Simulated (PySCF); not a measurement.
SMILES [O]CCO, doublet at its PBE0/def2-SVP optimised geometry (Å):

```
9

O      0.3367     1.4663     1.0256
C     -0.2351     0.8206     0.0000
C      0.2483    -0.6633     0.0000
O     -0.1669    -1.4019     1.0934
H     -1.3483     0.7915     0.0574
H      0.0656     1.2220    -0.9940
H      1.3483    -0.6633     0.0000
H     -0.0933    -1.0845    -0.9667
H     -1.1278    -1.4663     1.0806
```

Level of theory: unrestricted PBE0/def2-TZVP run with PySCF.

Map of the electrostatic potential (hartree/e), clipped to [-0.08, 0.12] on the plane z = 0.6 Å:

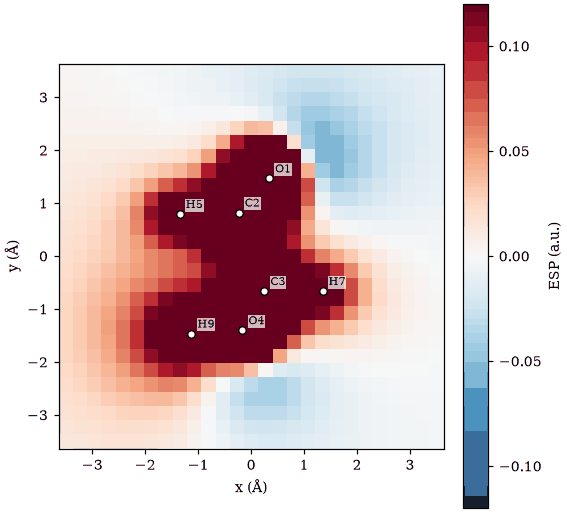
Figure: Electrostatic potential (hartree/e), clipped to [-0.08, 0.12] on the plane z = 0.6 Å.
